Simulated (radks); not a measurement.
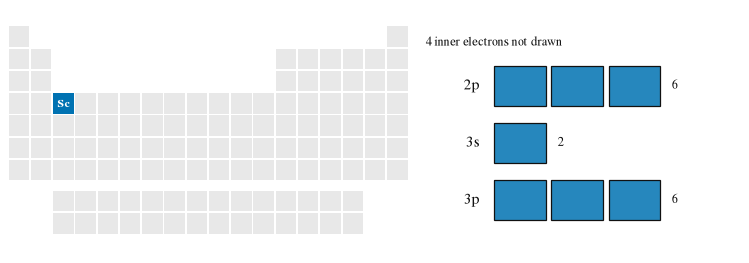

Figure 1. Left, the place of scandium in the periodic table; right, the outer shells as the input fills them: a box for each of the 2l + 1 orbitals, shaded by the share of the shell that is filled, with the electron count at the right.

**Atomic calculation, with input and output: Sc³⁺**

System: Sc³⁺ (Z = 21, 18 electrons) in the configuration [Ar].
Method: non-relativistic Kohn-Sham, LDA (Slater exchange, Perdew-Wang correlation), spin-polarised, spherical densities, point nucleus (the in-house radial solver radks).

## The input
```
Z 21
configuration [Ar]
relativity non-relativistic
functional lda,pw
spin polarised
nucleus point
history 2
max_iterations 93
```

Energies in input and log are in hartree, lengths in bohr.

The run was one of a batch that the task file lists, launched with:
```bash
python <driver script> task.json out
```

## Log
```
1s      1   1.0000        -161.38520136
2s      1   1.0000         -18.43199888
2p      1   3.0000         -15.46322156
3s      1   1.0000          -3.14411682
3p      1   3.0000          -2.37429439
1s      2   1.0000        -161.38520136
2s      2   1.0000         -18.43199888
2p      2   3.0000         -15.46322156
3s      2   1.0000          -3.14411682
3p      2   3.0000          -2.37429439
Etot -757.0131761153017
Ekin 755.9301571258825
Encl -1772.5998982716162
Eh 295.72837736793167
Exc -36.071812337499594
err 2.1587985716916477e-09
it 19
```

## What the run reported

```
                       quantity                                                                 value
                        outcome                                                             converged
                   total energy                                                   −757.013176 hartree
                 kinetic energy                                                    755.930157 hartree
        electron–nucleus energy                                                    −1772.5999 hartree
                 Hartree energy                                                    295.728377 hartree
    exchange–correlation energy                                                    −36.071812 hartree
radius at density 0.001 e/bohr³                                                             2.73 bohr
                 SCF iterations                                                                    19
                       hardware  1 thread of Arm Neoverse V1, 23 GiB of memory available, shared host
```

## What is odd here

A numerical setting was moved from its usual value: mixing history nhist = 2. The program ran to the end, and its total energy equals that of the same run with the usual input (−757.01318 hartree) within 10⁻⁵ hartree, so the oddity leaves no trace in it.
